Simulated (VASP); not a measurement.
Band structure of ZrO₂ (relaxed from the cotunnite structure, space group Pnma). Computed with r2SCAN meta-GGA, VASP's PBE PAW potentials (set 64) (plane waves; VASP 6.6.1).

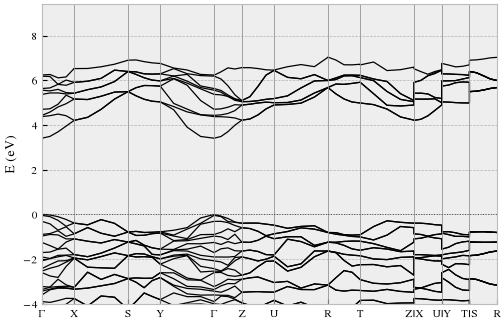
Fig. 1. Bands along high-symmetry lines, zero at the valence-band maximum or, without a gap, the Fermi level

### Question
Read the plot: is there a gap, and where are the band edges?

### Answer
The gap is direct, 3.41 eV, from the valence maximum at Γ to the conduction minimum at Γ.

The structure was generated: ZrO2 was put into the cotunnite type (Pnma), which need not be its known phase. It was relaxed first.
